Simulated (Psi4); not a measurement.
**N2O (nitrous oxide): MP3/cc-pVTZ**

What is the energy change on altering one bond length of N2O (nitrous oxide) at MP3/cc-pVTZ? The job is set up through a Python script.

Program for the calculation: Psi4 1.11.

3 further runs of the same task are left out: 3 set aside as unsound or not needed.

### 1 The system as given

N2O: 3 atoms, total charge 0, spin state singlet. As SMILES, `N#[N+][O-]`. Geometry: relaxed at PBE0-D4/def2-TZVP.

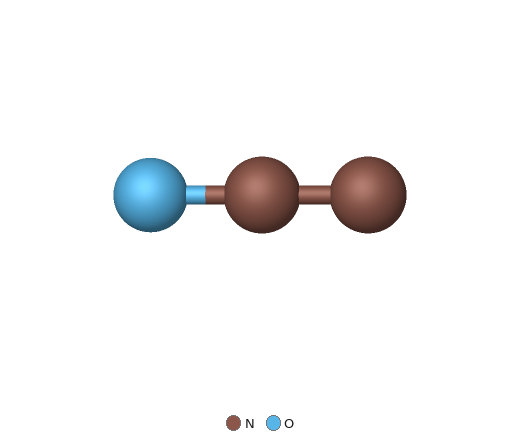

Viewed from a chosen angle; nitrogen brown, oxygen blue.

### 2 A single-point energy at MP3/cc-pVTZ

The input, calc.py:

```python
import psi4

psi4.set_memory('1600 MB')
psi4.set_num_threads(1)
psi4.core.set_output_file('output.dat', False)

geom = psi4.geometry("""
0 1
N     -0.511700     1.001300    -0.167900
N     -0.008400     0.016500    -0.002800
O      0.520100    -1.017800     0.170700
symmetry c1
no_reorient
no_com
""")

psi4.set_options({
    'reference': 'rhf',
    'puream': True,
    'e_convergence': 1e-09,
    'd_convergence': 1e-08,
    'scf_type': 'pk',
    'num_frozen_docc': 3,
    'mp_type': 'conv',
})

E = psi4.energy("mp3/cc-pVTZ", molecule=geom)
print('E =', round(E, 9))
```

The run is started by

```sh
$ python calc.py
```

output.dat:

```text
[...]
  Running in c1 symmetry.
[...]
  Nuclear repulsion =   61.347861729966482
[...]
  Multiplicity = 1
[...]
  Nalpha       = 11
  Nbeta        = 11
[...]
    Number of basis functions: 90
[...]
   @RHF iter   1:  -183.67423735938007   -4.97300e-01   5.12665e-03 ADIIS/DIIS
[...]
   @RHF iter  11:  -183.75194984742586   -1.29319e-11   6.83733e-09 DIIS
[...]
    Orbital Energies [Eh]
    ---------------------
    Doubly Occupied:
       1A    -20.652951     2A    -15.841723     3A    -15.690916
       4A     -1.620760     5A     -1.428824     6A     -0.830961
       7A     -0.767195     8A     -0.767195     9A     -0.695675
      10A     -0.489899    11A     -0.489899
[...]
  @RHF Final Energy:  -183.75194984742586
   => Energetics <=
    Nuclear Repulsion Energy =             61.3478617299664819
    One-Electron Energy =                -371.6476288725630752
    Two-Electron Energy =                 126.5478172951707165
    Total Energy =                       -183.7519498474258626
[...]
 Multipole Moments:
 ------------------------------------------------------------------------------------
     Multipole            Electronic (a.u.)      Nuclear  (a.u.)        Total (a.u.)
 ------------------------------------------------------------------------------------
 L = 1.  Multiply by 2.5417464519 to convert [e a0] to [Debye]
 Dipole X            :         -1.0809617            0.9828466           -0.0981151
 Dipole Y            :          2.1154261           -1.9233633            0.1920628
 Dipole Z            :         -0.3548189            0.3225762           -0.0322426
 Magnitude           :                                                    0.2180695
[...]
	SCS-MP2 Total Energy (a.u.)        :  -184.36883231014434
	SOS-MP2 Total Energy (a.u.)        :  -184.35767478391304
[...]
	SOS-PI-MP2 Total Energy (a.u.)     :  -184.40426900979668
[...]
	MP2 Total Energy (a.u.)            :  -184.39114736260689
[...]
	SCS-MP3 Total Energy (a.u.)        :  -184.36148216547153
[...]
	MP3 Total Energy (a.u.)            :  -184.36174678391566
[...]
```

Standard output:

```text
E = -184.361746784
```

Wall time 5.7 s (1 thread of Intel Xeon 6975P-C (Granite Rapids), shared host); peak memory 0.78 GiB.

### 3 The distorted shape, same level

The input, job.py:

```python
import psi4

psi4.set_memory(1600000000)
psi4.set_num_threads(1)
psi4.set_output_file('psi4.out', False)

geom = psi4.geometry("""
N     -1.145919     2.242498    -0.376106
N     -0.642619     1.257698    -0.211006
O      0.520100    -1.017800     0.170700
symmetry c1
""")

psi4.set_options({
    'basis': 'cc-pVTZ',
    'puream': True,
    'e_convergence': 1e-09,
    'd_convergence': 1e-08,
    'scf_type': 'pk',
    'num_frozen_docc': 3,
    'mp_type': 'conv',
})

e = psi4.energy("mp3", molecule=geom)
print('E =', round(e, 9))
for k, v in sorted(psi4.core.scalar_variables().items()):
    print(f'{k:45s} {v:18.10f}')
```

The run is started by

```sh
$ python job.py
```

psi4.out:

```text
[...]
  Running in c1 symmetry.
[...]
  Nuclear repulsion =   42.663102517428712
[...]
  Multiplicity = 1
[...]
  Nalpha       = 11
  Nbeta        = 11
[...]
    Number of basis functions: 90
[...]
   @RHF iter   1:  -183.42738744381973   -1.47987e+00   5.09372e-03 DIIS/ADIIS
[...]
   @RHF iter  11:  -183.66488208135331   -5.00222e-12   6.31629e-09 DIIS
[...]
    Orbital Energies [Eh]
    ---------------------
    Doubly Occupied:
       1A    -20.692752     2A    -15.701237     3A    -15.698093
       4A     -1.465467     5A     -1.251486     6A     -0.796662
       7A     -0.643396     8A     -0.614406     9A     -0.614406
      10A     -0.573270    11A     -0.573270
[...]
  @RHF Final Energy:  -183.66488208135331
   => Energetics <=
    Nuclear Repulsion Energy =             42.6631025174287117
    One-Electron Energy =                -335.4070816322627024
    Two-Electron Energy =                 109.0790970334806929
    Total Energy =                       -183.6648820813533121
[...]
 Multipole Moments:
 ------------------------------------------------------------------------------------
     Multipole            Electronic (a.u.)      Nuclear  (a.u.)        Total (a.u.)
 ------------------------------------------------------------------------------------
 L = 1.  Multiply by 2.5417464519 to convert [e a0] to [Debye]
 Dipole X            :          0.0000065           -0.0000010            0.0000055
 Dipole Y            :          0.0000079           -0.0000012            0.0000067
 Dipole Z            :          0.1177358           -0.0162482            0.1014876
 Magnitude           :                                                    0.1014876
[...]
	SCS-MP2 Total Energy (a.u.)        :  -184.20940919436381
	SOS-MP2 Total Energy (a.u.)        :  -184.20819939455154
[...]
	SOS-PI-MP2 Total Energy (a.u.)     :  -184.24999303402834
[...]
	MP2 Total Energy (a.u.)            :  -184.21182879398839
[...]
	SCS-MP3 Total Energy (a.u.)        :  -184.21133553579077
[...]
	MP3 Total Energy (a.u.)            :  -184.21953415969617
[...]
```

Run time: 5.4 s. Hardware: 1 thread of Intel Xeon 6975P-C (Granite Rapids), shared host; peak memory 0.78 GiB.

### 4 Summary of results

Level: MP3/cc-pVTZ, 3 core orbitals frozen.

```
                                                         quantity          value
                                        first shape: total energy  -184.36175 Eh
                 first shape: HOMO energy (Hartree–Fock orbitals)      -13.33 eV
                 first shape: LUMO energy (Hartree–Fock orbitals)        4.40 eV
               first shape: HOMO–LUMO gap (Hartree–Fock orbitals)       17.73 eV
         first shape: correlation energy (3 core orbitals frozen)     -609.8 mEh
                                    distorted shape: total energy  -184.21953 Eh
             distorted shape: HOMO energy (Hartree–Fock orbitals)      -15.60 eV
             distorted shape: LUMO energy (Hartree–Fock orbitals)        0.24 eV
           distorted shape: HOMO–LUMO gap (Hartree–Fock orbitals)       15.84 eV
     distorted shape: correlation energy (3 core orbitals frozen)     -554.7 mEh
energy change with the N2–O3 bond stretched from 1.174 to 2.584 Å       3.870 eV
```

What this shows: With the N2–O3 bond stretched from 1.174 to 2.584 Å the energy rises by 3.87 eV (89 kcal/mol). The first shape isn't relaxed at this level, so the change isn't measured from a minimum. A restricted reference can't describe the breaking bond well at this length.
